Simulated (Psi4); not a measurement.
# BCl2F (dichlorofluoroborane) at r2SCAN/6-311+G(d,p)

Aim: the vertical singlet–triplet gap of BCl2F (dichlorofluoroborane) at r2SCAN/6-311+G**, from 2 runs. The job is set up through a QCSchema input.

The calculation is run with Psi4 1.11.

## (1) Starting point

BCl2F has 4 atoms, charge 0, and is taken as a singlet. As SMILES, `FB(Cl)Cl`. Geometry: relaxed at PBE0-D4/def2-TZVP.

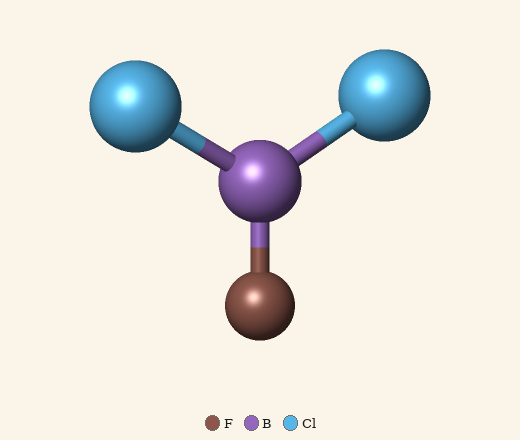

Viewed from a chosen angle; fluorine brown, boron purple, chlorine blue.

## (2) A single-point energy at r2SCAN/6-311+G(d,p)

File bcl2f.json:

```json
{
 "schema_name": "qcschema_input",
 "schema_version": 1,
 "molecule": {
  "schema_name": "qcschema_molecule",
  "schema_version": 2,
  "symbols": ["F", "B", "Cl", "Cl"],
  "geometry": [0.21612798, -2.20213565, -1.47623515, 0.01494773, -0.15233082, -0.1021208, -2.92820622, 0.70634183, 1.0798273, 2.69713051, 1.64810574, 0.49852865],
  "molecular_charge": 0,
  "molecular_multiplicity": 1,
  "fix_symmetry": "c1",
  "fix_com": true,
  "fix_orientation": true
 },
 "driver": "energy",
 "model": {
  "method": "r2scan",
  "basis": "6-311+G**"
 },
 "keywords": {
  "puream": true,
  "e_convergence": 1e-09,
  "d_convergence": 1e-08,
  "scf_type": "pk",
  "dft_radial_points": 99,
  "dft_spherical_points": 590,
  "scf_properties": ["QUADRUPOLE", "MAYER_INDICES", "LOWDIN_CHARGES"]
 }
}
```

Launch:

```bash
psi4 --qcschema bcl2f.json -n 1 --memory 2200MB
```

stdout (excerpt; [...] marks lines left out):

```text
[...]
  Running in c1 symmetry.
[...]
  Nuclear repulsion =  181.669072837694472
[...]
  Multiplicity = 1
[...]
  Nalpha       = 24
  Nbeta        = 24
[...]
    Number of basis functions: 104
[...]
   @RKS iter   1: -1045.07659996274469   -1.07929e-01   5.01187e-03 ADIIS/DIIS
[...]
   @RKS iter  11: -1045.17555481326872    0.00000e+00   7.97690e-10 DIIS
[...]
    Orbital Energies [Eh]
    ---------------------
    Doubly Occupied:
       1A   -101.238989     2A   -101.238988     3A    -24.533701
       4A     -9.400351     5A     -9.400331     6A     -7.144706
       7A     -7.144706     8A     -7.139100     9A     -7.139100
      10A     -7.137083    11A     -7.137083    12A     -6.790114
      13A     -1.222320    14A     -0.847693    15A     -0.817233
      16A     -0.554901    17A     -0.480383    18A     -0.473517
      19A     -0.465892    20A     -0.381419    21A     -0.357779
      22A     -0.342551    23A     -0.328524    24A     -0.308652
[...]
  @RKS Final Energy: -1045.17555481326872
   => Energetics <=
    Nuclear Repulsion Energy =            181.6690728376944719
    One-Electron Energy =               -1804.5083049597360514
    Two-Electron Energy =                 648.6366945166234927
    DFT Exchange-Correlation Energy =     -70.9730172078506598
    Empirical Dispersion Energy =           0.0000000000000000
    VV10 Nonlocal Energy =                  0.0000000000000000
    Total Energy =                      -1045.1755548132687181
[...]
 Multipole Moments:
 ------------------------------------------------------------------------------------
     Multipole            Electronic (a.u.)      Nuclear  (a.u.)        Total (a.u.)
 ------------------------------------------------------------------------------------
 L = 1.  Multiply by 2.5417464519 to convert [e a0] to [Debye]
 Dipole X            :          1.9011012           -1.9083966           -0.0072954
 Dipole Y            :        -19.3704130           19.4447337            0.0743207
 Dipole Z            :        -12.9855122           13.0353308            0.0498186
 Magnitude           :                                                    0.0897701
 L = 2.  Multiply by 1.3450342976 to convert [e a0^2] to [Debye ang]
 Quadrupole XX       :       -296.3420762          269.8528980          -26.4891782
 Quadrupole XY       :        -36.1308731           36.1114363           -0.0194367
[...]
```

The result, in JSON:

```text
{
 "driver": "energy",
 "model": {
  "method": "r2scan",
  "basis": "6-311+G**"
 },
 "success": true,
 "return_result": -1045.1755548132687,
 "properties": {
  "calcinfo_nbasis": 104,
  "calcinfo_nmo": 104,
  "calcinfo_nalpha": 24,
  "calcinfo_nbeta": 24,
  "calcinfo_natom": 4,
  "nuclear_repulsion_energy": 181.66907283769447,
  "return_energy": -1045.1755548132687,
  "scf_one_electron_energy": -1804.508304959736,
  "scf_two_electron_energy": 648.6366945166235,
  "scf_xc_energy": -70.97301720785066,
  "scf_dipole_moment": [-0.0072953709199112815, 0.0743207166438431, 0.04981855325018891],
  "scf_total_energy": -1045.1755548132687,
  "scf_iterations": 11
 }
}
```

It took 31 s on 1 thread of Intel Xeon Platinum 8259CL at 2.50GHz (Skylake/Cascade Lake), shared host; peak memory 1.1 GiB.

## (3) The triplet at the same level

File input.json:

```json
{
  "schema_name": "qcschema_input",
  "schema_version": 1,
  "molecule": {
    "schema_name": "qcschema_molecule",
    "schema_version": 2,
    "symbols": ["F", "B", "Cl", "Cl"],
    "geometry": [0.21612798, -2.20213565, -1.47623515, 0.01494773, -0.15233082, -0.1021208, -2.92820622, 0.70634183, 1.0798273, 2.69713051, 1.64810574, 0.49852865],
    "molecular_charge": 0,
    "molecular_multiplicity": 3,
    "fix_symmetry": "c1",
    "fix_com": true,
    "fix_orientation": true
  },
  "driver": "energy",
  "model": {
    "method": "r2scan",
    "basis": "6-311+G**"
  },
  "keywords": {
    "reference": "uks",
    "puream": true,
    "e_convergence": 1e-09,
    "d_convergence": 1e-08,
    "scf_type": "pk",
    "dft_radial_points": 99,
    "dft_spherical_points": 590,
    "maxiter": 100,
    "scf_properties": ["WIBERG_LOWDIN_INDICES", "MULLIKEN_CHARGES", "QUADRUPOLE"]
  }
}
```

Launch:

```bash
psi4 --qcschema input.json -n 1 --memory 2200MB
```

stdout (excerpt; [...] marks lines left out):

```text
[...]
  Running in c1 symmetry.
[...]
  Nuclear repulsion =  181.669072837694472
[...]
  Multiplicity = 3
[...]
  Nalpha       = 25
  Nbeta        = 23
[...]
    Number of basis functions: 104
[...]
   @UKS iter   1: -1044.76362813825995    2.05042e-01   6.04203e-03 DIIS/ADIIS
[...]
   @UKS iter  14: -1044.94150517421690   -2.95586e-12   2.50705e-09 DIIS
[...]
   @S^2 Observed:                2.007516578E+00
[...]
  @UKS Final Energy: -1044.94150517421690
   => Energetics <=
    Nuclear Repulsion Energy =            181.6690728376944719
    One-Electron Energy =               -1803.8952751845433795
    Two-Electron Energy =                 648.2364564246986447
    DFT Exchange-Correlation Energy =     -70.9517592520667364
    Empirical Dispersion Energy =           0.0000000000000000
    VV10 Nonlocal Energy =                  0.0000000000000000
    Total Energy =                      -1044.9415051742168998
[...]
 Multipole Moments:
 ------------------------------------------------------------------------------------
     Multipole            Electronic (a.u.)      Nuclear  (a.u.)        Total (a.u.)
 ------------------------------------------------------------------------------------
 L = 1.  Multiply by 2.5417464519 to convert [e a0] to [Debye]
 Dipole X            :          1.8579175           -1.9083966           -0.0504791
 Dipole Y            :        -18.9303631           19.4447337            0.5143706
 Dipole Z            :        -12.6905026           13.0353308            0.3448282
 Magnitude           :                                                    0.6213146
 L = 2.  Multiply by 1.3450342976 to convert [e a0^2] to [Debye ang]
 Quadrupole XX       :       -293.5430486          269.8528980          -23.6901505
 Quadrupole XY       :        -35.5502599           36.1114363            0.5611764
[...]
  Mulliken Charges: (a.u.)
   Center  Symbol    Alpha    Beta     Spin     Total
       1     F     4.47275  4.40848  0.06426  0.11877
       2     B     3.22667  2.28319  0.94348 -0.50986
       3    CL     8.65029  8.15416  0.49613  0.19554
       4    CL     8.65029  8.15416  0.49613  0.19555
   Total alpha = 25.00000, Total beta = 23.00000, Total charge = -0.00000
  Wiberg Bond Indices using Orthogonal Lowdin Orbitals:
  Total Bond Index:
  Irrep: 1 Size: 4 x 4
[...]
```

The result, in JSON:

```text
{
 "driver": "energy",
 "model": {
  "method": "r2scan",
  "basis": "6-311+G**"
 },
 "success": true,
 "return_result": -1044.941505174217,
 "properties": {
  "calcinfo_nbasis": 104,
  "calcinfo_nmo": 104,
  "calcinfo_nalpha": 25,
  "calcinfo_nbeta": 23,
  "calcinfo_natom": 4,
  "nuclear_repulsion_energy": 181.66907283769447,
  "return_energy": -1044.941505174217,
  "scf_one_electron_energy": -1803.8952751845434,
  "scf_two_electron_energy": 648.2364564246986,
  "scf_xc_energy": -70.95175925206674,
  "scf_dipole_moment": [-0.05047912410064259, 0.5143706241835098, 0.34482824156721215],
  "scf_total_energy": -1044.941505174217,
  "scf_iterations": 14
 }
}
```

Wall time 53 s (1 thread of Intel Xeon Platinum 8259CL at 2.50GHz (Skylake/Cascade Lake), shared host); peak memory 1.1 GiB.

## (4) Summary of results

Level: r2SCAN/6-311+G**.

| quantity | value |
| --- | --- |
| singlet: total energy | -1045.17555 Eh |
| singlet: dipole moment | 0.23 D |
| singlet: HOMO energy | -8.40 eV |
| singlet: LUMO energy | -1.73 eV |
| singlet: HOMO–LUMO gap | 6.67 eV |
| triplet: total energy | -1044.94151 Eh |
| triplet: dipole moment | 1.58 D |
| triplet: HOMO energy (highest over α and β) | -2.20 eV |
| triplet: ⟨S²⟩ | 2.008 |
| vertical energy of the triplet above the singlet | 6.369 eV |

In words: At this shape the triplet lies 6.37 eV (147 kcal/mol) above the singlet.
